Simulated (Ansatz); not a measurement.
AlNi (CsCl type), conventional cell a = b = c = 2.8930 Å, α = β = γ = 90.00°. The calculation uses the primitive cell of 2 atoms, to which meshes and values per cell refer.

Equation-of-state scan: isotropic scaling of the cell above, V₀ being its volume. Symmetry pins the atoms to their sites.

Computed with PBE (plane waves to 420 eV, PAW, scalar-relativistic; Ansatz, a quantum-chemistry and plane-wave program). k mesh 17×17×17 (Γ-centred), Fermi-Dirac smearing 0.05 eV. Energies are smeared free energies. AlNi is run without spin polarisation. AlNi was relaxed with its symmetry unable to fall. ΔE is measured from the relaxed starting cell.

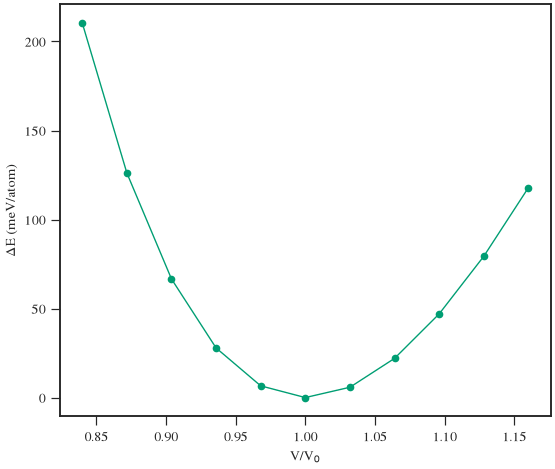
Figure: ΔE (meV/atom) against V/V₀; markers are the computed points, lines only join them.

Problem. What is ΔE at V/V₀ = 0.840?

Solution. About 210 meV/atom.

Problem. What is ΔE at V/V₀ = 1.160?

Solution. About 120 meV/atom.

Problem. What bulk modulus B₀ follows from a third-order Birch-Murnaghan fit?

Solution. About 160 GPa.

(A scan under strain: stresses follow from slopes of the energy per volume, elastic moduli from its curvatures.)
